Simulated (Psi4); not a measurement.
**SiHBrF (SMILES F[SiH]Br) at U-wB97X-D/def2-TZVPD (density fitting with cc-pvqz-jkfit, sweep point 5)**

What is the vertical electron affinity of SiHBrF at U-wB97X-D/def2-TZVPD (density fitting with cc-pvqz-jkfit, sweep point 5)? Input form: a Python script.

The results are computed with Psi4 1.11.

4 further runs of the same task are left out: 2 for a known fault of the program, 2 set aside as unsound or not needed.

### 1 The system as given

The species is SiHBrF (4 atoms), meant as a doublet with charge 0. SMILES: `F[SiH]Br`. Geometry: relaxed at PBE0-D4/def2-TZVP.

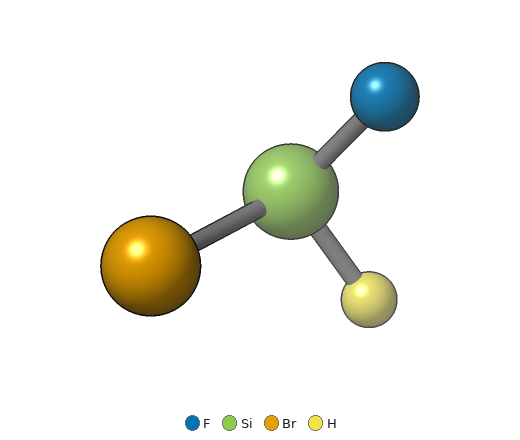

Viewed from a chosen angle; fluorine blue, silicon green, bromine amber, hydrogen yellow.

### 2 The energy at U-wB97X-D/def2-TZVPD (density fitting with cc-pvqz-jkfit, sweep point 5)

File run.py:

```python
import psi4

psi4.set_memory('1600 MB')
psi4.set_num_threads(1)
psi4.core.set_output_file('brfhsi.out', False)

molecule = psi4.geometry("""
0 2
F     -1.077500    -0.285400     1.078300
Si    -0.289800    -0.254700    -0.309800
Br     1.852200    -0.643700     0.073700
H     -0.429400     1.123400    -0.862500
units angstrom
symmetry c1
""")

psi4.set_options({
    'reference': 'uks',
    'puream': True,
    'scf_type': 'df',
    'dft_radial_points': 99,
    'dft_spherical_points': 590,
    'df_basis_scf': 'cc-pvqz-jkfit',
    'maxiter': 150,
})

energy_value = psi4.energy('wb97x-d/def2-TZVPD')
print(f'wb97x-d/def2-TZVPD energy: {energy_value:.10f} Eh')
for k, v in sorted(psi4.core.scalar_variables().items()):
    print(f'{k:45s} {v:18.10f}')
```

Command:

```sh
$ python run.py
```

brfhsi.out:

```text
[...]
  Running in c1 symmetry.
[...]
  Nuclear repulsion =  225.521655781163076
[...]
  Multiplicity = 2
[...]
  Nalpha       = 30
  Nbeta        = 29
[...]
    Number of basis functions: 149
[...]
   @DF-UKS iter   1: -2963.89450127241980   -1.57099e+00   1.01802e-02 DIIS/ADIIS
[...]
   @DF-UKS iter   9: -2964.23171268712258   -1.61069e-07   5.11436e-07 DIIS
[...]
   @S^2 Observed:                7.521156248E-01
[...]
    Orbital Energies [Eh]
    ---------------------
    Alpha Occupied:
       1A   -483.142217     2A    -66.347866     3A    -62.690701
       4A    -56.480933     5A    -56.478948     6A    -56.478727
       7A    -24.823573     8A     -8.831909     9A     -6.650306
      10A     -6.643900    11A     -6.643382    12A     -5.466766
      13A     -3.812969    14A     -3.811284    15A     -3.808793
      16A     -2.754651    17A     -2.752757    18A     -2.752400
      19A     -2.747275    20A     -2.747269    21A     -1.313938
      22A     -0.893681    23A     -0.662971    24A     -0.567558
      25A     -0.558931    26A     -0.546232    27A     -0.460979
      28A     -0.414872    29A     -0.403316    30A     -0.314918
    Alpha Virtual:
[...]
  @DF-UKS Final Energy: -2964.23171268712258
   => Energetics <=
    Nuclear Repulsion Energy =            225.5216557811630764
    One-Electron Energy =               -4573.1571793160046582
    Two-Electron Energy =                1474.7769570029358874
    DFT Exchange-Correlation Energy =     -91.3724839630329768
    Empirical Dispersion Energy =          -0.0006621921828511
    VV10 Nonlocal Energy =                  0.0000000000000000
    Total Energy =                      -2964.2317126871221262
[...]
 Multipole Moments:
 ------------------------------------------------------------------------------------
     Multipole            Electronic (a.u.)      Nuclear  (a.u.)        Total (a.u.)
 ------------------------------------------------------------------------------------
 L = 1.  Multiply by 2.5417464519 to convert [e a0] to [Debye]
 Dipole X            :          7.1209020           -7.2350292           -0.1141272
 Dipole Y            :         -2.4904019            2.6175702            0.1271684
 Dipole Z            :          0.9141525           -1.3423917           -0.4282392
 Magnitude           :                                                    0.4610701
[...]
```

The script printed:

```text
wb97x-d/def2-TZVPD energy: -2964.2317126871 Eh
CURRENT ENERGY                                  -2964.2317126871
CURRENT REFERENCE ENERGY                        -2964.2317126871
DD SOLVATION ENERGY                                 0.0000000000
DFT FUNCTIONAL TOTAL ENERGY                     -2964.2310504949
DFT TOTAL ENERGY                                -2964.2317126871
DFT VV10 ENERGY                                     0.0000000000
DFT XC ENERGY                                     -91.3724839630
DISPERSION CORRECTION ENERGY                       -0.0006621922
GRID ELECTRONS ALPHA                               30.0000005551
GRID ELECTRONS BETA                                29.0000005774
GRID ELECTRONS TOTAL                               59.0000011326
NUCLEAR REPULSION ENERGY                          225.5216557812
ONE-ELECTRON ENERGY                             -4573.1571793160
PCM POLARIZATION ENERGY                             0.0000000000
PE ENERGY                                           0.0000000000
SCF ITERATION ENERGY                            -2964.2317126871
SCF ITERATIONS                                      9.0000000000
SCF TOTAL ENERGY                                -2964.2317126871
TWO-ELECTRON ENERGY                              1474.7769570029
WB97X-D DISPERSION CORRECTION ENERGY               -0.0006621922
XC GRID RADIAL POINTS                              99.0000000000
XC GRID SPHERICAL POINTS                          590.0000000000
XC GRID TOTAL POINTS                           227048.0000000000
```

Wall time 26 s (1 thread of AMD EPYC 7R43 (Zen 3), shared host); peak memory 1.3 GiB.

### 3 The singlet anion, same level

File brfhsi.py:

```python
import psi4

psi4.set_memory(1600000000)
psi4.set_num_threads(1)
psi4.core.set_output_file('run.log', False)

mol = psi4.geometry("""
-1 1
F     -1.077500    -0.285400     1.078300
Si    -0.289800    -0.254700    -0.309800
Br     1.852200    -0.643700     0.073700
H     -0.429400     1.123400    -0.862500
units angstrom
symmetry c1
""")

options = {'basis': 'def2-TZVPD', 'reference': 'rks', 'puream': True, 'scf_type': 'df', 'dft_radial_points': 99, 'dft_spherical_points': 590, 'df_basis_scf': 'cc-pvqz-jkfit'}
psi4.set_options(options)

energy_value, wavefunction = psi4.energy("wb97x-d", return_wfn=True)
print('E =', round(energy_value, 9))
```

Command:

```sh
$ python brfhsi.py
```

run.log:

```text
[...]
  Running in c1 symmetry.
[...]
  Nuclear repulsion =  225.521655781163076
[...]
  Multiplicity = 1
[...]
  Nalpha       = 30
  Nbeta        = 30
[...]
    Number of basis functions: 149
[...]
   @DF-RKS iter   1: -2963.89150390509258   -1.56799e+00   1.04132e-02 DIIS/ADIIS
[...]
   @DF-RKS iter   9: -2964.28061703839057   -5.60083e-07   7.37517e-07 DIIS
[...]
    Orbital Energies [Eh]
    ---------------------
    Doubly Occupied:
       1A   -482.936064     2A    -66.074891     3A    -62.485274
       4A    -56.274892     5A    -56.273656     6A    -56.273327
       7A    -24.604740     8A     -8.626994     9A     -6.444189
      10A     -6.439852    11A     -6.438844    12A     -5.197301
      13A     -3.543447    14A     -3.541175    15A     -3.536892
      16A     -2.548924    17A     -2.547700    18A     -2.546910
      19A     -2.543393    20A     -2.543353    21A     -1.098190
      22A     -0.688749    23A     -0.439513    24A     -0.350181
      25A     -0.346384    26A     -0.324467    27A     -0.243554
      28A     -0.212967    29A     -0.206563    30A     -0.040886
[...]
  @DF-RKS Final Energy: -2964.28061703839057
   => Energetics <=
    Nuclear Repulsion Energy =            225.5216557811630764
    One-Electron Energy =               -4586.0244137139743543
    Two-Electron Energy =                1487.7190914214759232
    DFT Exchange-Correlation Energy =     -91.4962883348718350
    Empirical Dispersion Energy =          -0.0006621921828511
    VV10 Nonlocal Energy =                  0.0000000000000000
    Total Energy =                      -2964.2806170383901190
[...]
 Multipole Moments:
 ------------------------------------------------------------------------------------
     Multipole            Electronic (a.u.)      Nuclear  (a.u.)        Total (a.u.)
 ------------------------------------------------------------------------------------
 L = 1.  Multiply by 2.5417464519 to convert [e a0] to [Debye]
 Dipole X            :          8.8075317           -7.2350292            1.5725025
 Dipole Y            :         -2.4102540            2.6175702            0.2073163
 Dipole Z            :          2.1078555           -1.3423917            0.7654637
 Magnitude           :                                                    1.7611584
[...]
```

On the terminal:

```text
E = -2964.280617038
```

It took 17 s on 1 thread of AMD EPYC 7R43 (Zen 3), shared host; peak memory 1.3 GiB.

### 4 Outcome

At U-wB97X-D/def2-TZVPD (density fitting with cc-pvqz-jkfit, sweep point 5):

| quantity | value |
| --- | --- |
| doublet SiHBrF: total energy | -2964.23171 Eh |
| doublet SiHBrF: dipole moment | 1.17 D |
| doublet SiHBrF: HOMO energy (highest over α and β) | -8.57 eV |
| doublet SiHBrF: LUMO energy (lowest over α and β) | -1.78 eV |
| doublet SiHBrF: dispersion energy | -1.74 kJ/mol |
| doublet SiHBrF: ⟨S²⟩ | 0.752 |
| singlet anion: total energy | -2964.28062 Eh |
| singlet anion: HOMO energy | -1.11 eV |
| singlet anion: LUMO energy | 4.42 eV |
| singlet anion: HOMO–LUMO gap (to an unbound level, set by the basis) | 5.53 eV |
| singlet anion: dispersion energy | -1.74 kJ/mol |
| vertical electron affinity (to the singlet anion) | 1.331 eV |

In words: At fixed nuclei the extra electron is bound by 1.33 eV (128 kJ/mol).
